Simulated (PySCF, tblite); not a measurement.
# C3H12AlNS: dynamics, then NMR shifts on frames, part 2 of 2

tblite 0.8.0 and PySCF 2.14.0. Atoms count from 0. Earlier steps stand in the parts before.

## (5) Nuclear shieldings: 625 fs, PBE0/pcSseg-1

What the job is given:

```
{"job": {"kind": "nmr", "xc": "PBE0", "basis": "pcSseg-1", "pop": false}, "charge": 0, "multiplicity": 1}
C      2.724000    -1.069700     1.506600
N      2.091400    -0.586000     0.288000
Al     0.671500    -1.498100     0.040300
S     -0.331000    -0.115700    -1.762700
C     -1.901200    -0.990000    -1.714200
C     -0.774100     1.117500    -0.579800
H      2.136500    -1.957900     1.835100
H      2.917900    -0.342900     2.368300
H      3.748500    -1.487500     1.284100
H      2.812100    -0.144800    -0.315700
H      0.499400    -2.807900    -0.789600
H     -0.484700    -1.196000     0.973300
H     -1.649300    -2.006800    -1.956200
H     -2.597200    -0.692600    -2.489200
H     -2.281800    -1.150700    -0.723100
H     -1.730100     1.567100    -0.900900
H      0.011000     1.922100    -0.500600
H     -0.831100     0.597900     0.425000
```

Level: GIAO PBE0/pcSseg-1 NMR shielding, non-relativistic, gas phase.

What it wrote:

```text
coarse grid: 15008 points
cycle   1  E = -816.2751952975  dE =  3.526e-01  |g| = 5.024e-01  |ddm| = 3.597e+00
cycle   2  E = -816.2304018190  dE =  4.479e-02  |g| = 6.812e-01  |ddm| = 1.259e+00
cycle   3  E = -816.3350915409  dE = -1.047e-01  |g| = 6.795e-02  |ddm| = 8.105e-01
cycle   4  E = -816.3360478332  dE = -9.563e-04  |g| = 2.215e-02  |ddm| = 7.894e-02
cycle   5  E = -816.3361563051  dE = -1.085e-04  |g| = 7.320e-03  |ddm| = 2.370e-02
cycle   6  E = -816.3361693418  dE = -1.304e-05  |g| = 1.354e-03  |ddm| = 7.905e-03
cycle   7  E = -816.3361698415  dE = -4.997e-07  |g| = 2.317e-04  |ddm| = 2.145e-03
final grid: 132720 points
cycle   8  E = -816.3712034056  dE = -3.009e-05  |g| = 8.622e-03  |ddm| = 2.583e-02
cycle   9  E = -816.3711927970  dE =  1.061e-05  |g| = 1.092e-02  |ddm| = 1.602e-02
cycle  10  E = -816.3712213044  dE = -2.851e-05  |g| = 6.845e-04  |ddm| = 9.213e-03
cycle  11  E = -816.3712213972  dE = -9.271e-08  |g| = 2.126e-04  |ddm| = 6.903e-04
cycle  12  E = -816.3712214058  dE = -8.615e-09  |g| = 6.498e-05  |ddm| = 2.400e-04
cycle  13  E = -816.3712214068  dE = -1.068e-09  |g| = 1.085e-05  |ddm| = 9.329e-05
cycle  14  E = -816.3712214069  dE = -2.660e-11  |g| = 3.719e-06  |ddm| = 1.306e-05
converged SCF energy = -816.3712214069

GIAO shielding tensors (ppm)
atom      isotropic    diamagn.    paramagn.     s11        s22        s33       span
  0 C      148.671     237.691     -89.020    118.585    151.010    176.418     57.832
  1 N      257.373     319.031     -61.658    225.431    254.540    292.148     66.717
  2 Al     416.843     798.183    -381.340    365.364    406.175    478.989    113.625
  3 S      635.928    1059.895    -423.967    499.283    607.662    800.840    301.557
  4 C      169.196     251.777     -82.581    143.520    161.661    202.407     58.887
  5 C      152.406     254.832    -102.426    129.819    148.289    179.110     49.291
  6 H       28.600      26.532       2.068     23.333     27.265     35.203     11.869
  7 H       27.674      25.796       1.878     22.899     25.154     34.970     12.071
  8 H       27.706      24.298       3.407     22.545     25.923     34.648     12.103
  9 H       31.192      32.035      -0.843     21.745     31.427     40.403     18.658
 10 H       27.244      31.082      -3.838     23.353     25.998     32.381      9.028
 11 H       28.199      32.653      -4.454     25.313     28.053     31.232      5.919
 12 H       29.921      30.857      -0.935     24.584     27.473     37.708     13.124
 13 H       29.579      28.837       0.742     23.840     26.436     38.461     14.621
 14 H       30.037      31.492      -1.456     25.383     28.328     36.399     11.015
 15 H       28.911      30.911      -2.000     23.579     26.468     36.687     13.108
 16 H       28.293      30.852      -2.559     24.015     25.392     35.471     11.457
 17 H       26.588      30.929      -4.341     21.435     27.061     31.268      9.833
```

It took 24 s on 1 thread of Arm Neoverse V1, shared host; peak memory 0.82 GiB.

In short: δ C0 38.3, C5 34.5, C4 17.7, N1 10.4, H17 5.13, H10 4.47 ppm.

## (6) Shielding tensors: 800 fs, PBE0/pcSseg-1

What the job is given:

```
{"job": {"kind": "nmr", "xc": "PBE0", "basis": "pcSseg-1", "pop": false}, "charge": 0, "multiplicity": 1}
C      2.936700    -0.981300     1.014500
N      2.104300    -0.593400    -0.124800
Al     0.634800    -1.618300    -0.271700
S     -0.580300    -0.132500    -1.751400
C     -1.966600    -1.288800    -1.373300
C     -0.869500     1.249100    -0.515500
H      2.952800    -2.041300     0.959300
H      2.451800    -0.731600     1.991600
H      3.887000    -0.548900     1.051000
H      2.377800     0.361600    -0.339100
H      0.663100    -3.054400    -0.918300
H     -0.243400    -1.616000     0.966600
H     -2.258600    -1.777300    -2.277600
H     -2.867600    -0.889700    -0.993400
H     -1.671700    -1.987800    -0.556300
H     -1.668300     1.923600    -0.765200
H      0.077900     1.780200    -0.656900
H     -1.014100     0.901300     0.502000
```

Method: GIAO PBE0/pcSseg-1 NMR shielding, non-relativistic, gas phase.

What it wrote:

```text
coarse grid: 15008 points
cycle   1  E = -816.2681211202  dE =  2.784e-01  |g| = 5.149e-01  |ddm| = 3.596e+00
cycle   2  E = -816.2133594245  dE =  5.476e-02  |g| = 7.214e-01  |ddm| = 1.670e+00
cycle   3  E = -816.3333882639  dE = -1.200e-01  |g| = 7.349e-02  |ddm| = 1.132e+00
cycle   4  E = -816.3344662397  dE = -1.078e-03  |g| = 2.592e-02  |ddm| = 8.750e-02
cycle   5  E = -816.3346124732  dE = -1.462e-04  |g| = 8.042e-03  |ddm| = 2.692e-02
cycle   6  E = -816.3346281062  dE = -1.563e-05  |g| = 1.562e-03  |ddm| = 9.207e-03
cycle   7  E = -816.3346287404  dE = -6.342e-07  |g| = 3.838e-04  |ddm| = 2.185e-03
final grid: 132720 points
cycle   8  E = -816.3686705566  dE = -2.592e-05  |g| = 9.492e-03  |ddm| = 2.439e-02
cycle   9  E = -816.3686564150  dE =  1.414e-05  |g| = 1.218e-02  |ddm| = 1.911e-02
cycle  10  E = -816.3686922671  dE = -3.585e-05  |g| = 8.119e-04  |ddm| = 1.120e-02
cycle  11  E = -816.3686924090  dE = -1.420e-07  |g| = 2.034e-04  |ddm| = 8.625e-04
cycle  12  E = -816.3686924170  dE = -7.938e-09  |g| = 6.474e-05  |ddm| = 2.348e-04
cycle  13  E = -816.3686924180  dE = -1.035e-09  |g| = 2.035e-05  |ddm| = 1.149e-04
cycle  14  E = -816.3686924181  dE = -9.368e-11  |g| = 3.384e-06  |ddm| = 2.184e-05
converged SCF energy = -816.3686924181

GIAO shielding tensors (ppm)
atom      isotropic    diamagn.    paramagn.     s11        s22        s33       span
  0 C      157.942     242.949     -85.007    124.216    157.632    191.978     67.762
  1 N      256.418     323.127     -66.709    221.185    260.097    287.973     66.788
  2 Al     424.217     797.052    -372.835    373.200    434.266    465.184     91.984
  3 S      619.762    1058.804    -439.043    456.923    603.276    799.086    342.163
  4 C      162.920     250.724     -87.804    140.528    151.072    197.160     56.632
  5 C      154.860     253.371     -98.512    134.043    142.641    187.895     53.852
  6 H       29.608      28.456       1.152     24.345     27.558     36.920     12.575
  7 H       28.664      29.142      -0.477     22.928     27.360     35.706     12.778
  8 H       30.002      28.718       1.283     25.304     27.713     36.988     11.684
  9 H       32.118      35.139      -3.021     22.508     33.275     40.571     18.063
 10 H       27.175      30.083      -2.908     23.778     25.167     32.580      8.802
 11 H       27.812      32.738      -4.926     24.872     27.078     31.486      6.614
 12 H       29.776      28.913       0.863     24.408     26.165     38.756     14.348
 13 H       30.571      31.030      -0.458     25.882     27.742     38.090     12.209
 14 H       27.605      29.579      -1.974     21.109     27.948     33.757     12.648
 15 H       29.552      30.616      -1.063     24.605     26.836     37.215     12.610
 16 H       29.290      32.656      -3.366     23.703     27.180     36.987     13.284
 17 H       29.191      32.817      -3.626     24.598     28.138     34.836     10.238
```

Run time: 26 s. Hardware: 1 thread of Arm Neoverse V1, shared host; peak memory 0.82 GiB.

This run: δ C5 32.1, C0 29.0, C4 24.0, N1 11.3, H10 4.54, H14 4.11 ppm.

## (7) Shielding tensors: 1000 fs, PBE0/pcSseg-1

What the job is given:

```
{"job": {"kind": "nmr", "xc": "PBE0", "basis": "pcSseg-1", "pop": false}, "charge": 0, "multiplicity": 1}
C      3.418000    -1.666900     0.235600
N      2.337600    -0.695300     0.229000
Al     0.753000    -1.407300    -0.288400
S     -0.630900     0.177400    -1.714000
C     -2.132400    -0.723400    -1.451100
C     -0.824900     1.557900    -0.505200
H      3.108400    -2.490700    -0.393100
H      3.622300    -2.143800     1.197900
H      4.421300    -1.299700    -0.083600
H      2.531800     0.093700     0.823400
H      0.642800    -2.647400    -1.242400
H     -0.535200    -1.467200     0.802700
H     -2.564000    -0.943900    -2.459900
H     -2.838100    -0.011900    -0.984100
H     -2.150500    -1.695500    -1.010100
H     -0.773300     1.037500     0.479200
H     -1.810700     1.998700    -0.597400
H     -0.021200     2.257100    -0.663100
```

With the program's defaults for keys left out, this is: GIAO PBE0/pcSseg-1 NMR shielding, non-relativistic, gas phase.

What it wrote:

```text
coarse grid: 15008 points
cycle   1  E = -816.2945710177  dE =  1.781e-01  |g| = 4.742e-01  |ddm| = 3.582e+00
cycle   2  E = -816.2493413138  dE =  4.523e-02  |g| = 6.638e-01  |ddm| = 1.069e+00
cycle   3  E = -816.3496552072  dE = -1.003e-01  |g| = 7.525e-02  |ddm| = 6.644e-01
cycle   4  E = -816.3508901849  dE = -1.235e-03  |g| = 2.488e-02  |ddm| = 8.509e-02
cycle   5  E = -816.3510277985  dE = -1.376e-04  |g| = 7.160e-03  |ddm| = 2.426e-02
cycle   6  E = -816.3510401782  dE = -1.238e-05  |g| = 1.408e-03  |ddm| = 7.598e-03
cycle   7  E = -816.3510406903  dE = -5.121e-07  |g| = 3.429e-04  |ddm| = 1.880e-03
final grid: 132720 points
cycle   8  E = -816.3863089057  dE = -2.406e-05  |g| = 9.540e-03  |ddm| = 2.383e-02
cycle   9  E = -816.3862943349  dE =  1.457e-05  |g| = 1.237e-02  |ddm| = 1.709e-02
cycle  10  E = -816.3863305976  dE = -3.626e-05  |g| = 1.059e-03  |ddm| = 1.019e-02
cycle  11  E = -816.3863308317  dE = -2.341e-07  |g| = 2.167e-04  |ddm| = 9.139e-04
cycle  12  E = -816.3863308417  dE = -1.001e-08  |g| = 5.547e-05  |ddm| = 2.400e-04
cycle  13  E = -816.3863308425  dE = -7.990e-10  |g| = 1.675e-05  |ddm| = 8.365e-05
converged SCF energy = -816.3863308425

GIAO shielding tensors (ppm)
atom      isotropic    diamagn.    paramagn.     s11        s22        s33       span
  0 C      152.872     235.152     -82.280    125.363    145.658    187.596     62.233
  1 N      246.179     323.083     -76.904    229.157    239.424    269.956     40.798
  2 Al     421.624     796.787    -375.163    397.054    420.738    447.080     50.027
  3 S      597.244    1059.219    -461.975    445.356    598.014    748.361    303.005
  4 C      167.821     247.440     -79.618    147.195    160.651    195.619     48.424
  5 C      152.715     256.249    -103.534    123.002    150.093    185.049     62.046
  6 H       28.867      26.635       2.232     24.176     27.889     34.536     10.361
  7 H       28.992      25.774       3.218     23.685     26.902     36.389     12.704
  8 H       28.513      24.637       3.876     23.370     26.034     36.135     12.765
  9 H       31.756      34.780      -3.024     22.775     31.798     40.695     17.920
 10 H       27.170      30.939      -3.769     23.893     26.143     31.473      7.580
 11 H       26.747      31.643      -4.896     23.196     27.677     29.368      6.172
 12 H       28.830      26.987       1.843     22.654     26.138     37.699     15.045
 13 H       30.148      29.477       0.671     24.158     28.306     37.981     13.823
 14 H       29.360      30.776      -1.416     24.117     27.951     36.014     11.897
 15 H       28.101      33.307      -5.206     23.023     28.082     33.198     10.174
 16 H       29.963      31.409      -1.446     25.236     27.581     37.072     11.835
 17 H       29.595      32.427      -2.832     24.760     26.716     37.310     12.550
```

Wall time 21 s (1 thread of Arm Neoverse V1, shared host); peak memory 0.81 GiB.

In short: δ C5 34.2, C0 34.1, C4 19.1, N1 21.5, H11 4.97, H10 4.55 ppm.

## (8) Run by run: NMR shifts

Shifts (ppm) of some atoms, chosen among heavy atoms and hydrogens apart, with basis size and wall time:

| frame | C0 | C5 | H17 | H14 | N1 | Al2 | S3 | functions | time |
| --- | --- | --- | --- | --- | --- | --- | --- | --- | --- |
| 250 fs | 35.3 | 24.0 | 3.41 | 2.66 | 15.3 | 77.1 | -108 | 176 | 25 s |
| 425 fs | 33.4 | 28.1 | 3.16 | 4.22 | 12.5 | 102.5 | -107 | 176 | 23 s |
| 625 fs | 38.3 | 34.5 | 5.13 | 1.68 | 10.4 | 73.1 | -132 | 176 | 24 s |
| 800 fs | 29.0 | 32.1 | 2.53 | 4.11 | 11.3 | 65.8 | -116 | 176 | 26 s |
| 1000 fs | 34.1 | 34.2 | 2.12 | 2.36 | 21.5 | 68.3 | -94 | 176 | 21 s |

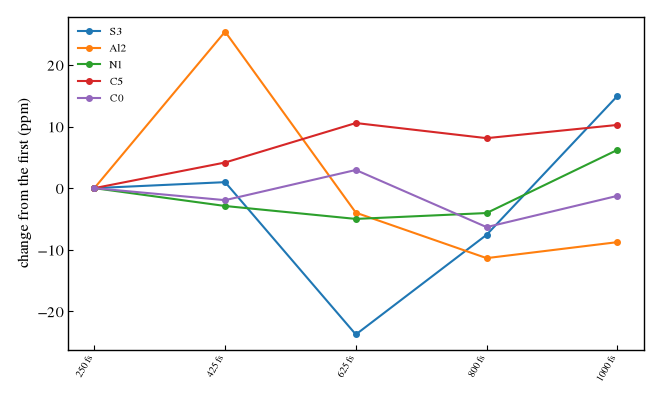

How five of the tabulated atoms move from run to run.

## (9) Results

The summary covers parts 1 to 2.

| quantity | value |
| --- | --- |
| thermostat | 300 K |
| mean temperature, second half | 280 K |
| mean potential energy above the minimum | 0.72 eV |
| ¹³C shifts against TMS (PBE0/pcSseg-1, 250 fs) | 35.3, 25.6, 24.0 ppm |
| ¹H shifts against TMS (PBE0/pcSseg-1, 250 fs) | 5.13, 4.73, 3.69, 3.41, 3.36, 3.19, 2.66, 2.33, 1.95, 1.52, 1.18, -1.89 ppm |
| ¹⁵N shifts against NH3 (PBE0/pcSseg-1, 250 fs) | 15.3 ppm |
| ²⁷Al shifts against AlH4- (PBE0/pcSseg-1, 250 fs) | 77.1 ppm |
| ³³S shifts against CS2 (PBE0/pcSseg-1, 250 fs) | -108 ppm |
| range of the shift of S3 | -132 to -94 ppm |

What this shows: In the second half the potential energy averages 0.72 eV above the minimum; equipartition over 48 harmonic modes at 300 K would give 0.62 eV. With 18 atoms the temperature swings widely (156 to 387 K). Shifts at one fixed geometry are not the observed spectrum, which averages over the motion. In the first frame run (250 fs): The largest span, 341 ppm, is at S3, where the paramagnetic term is -448 ppm. Across the 5 runs the shift of S3 moves most, between -132 (625 fs) and -94 ppm (1000 fs).
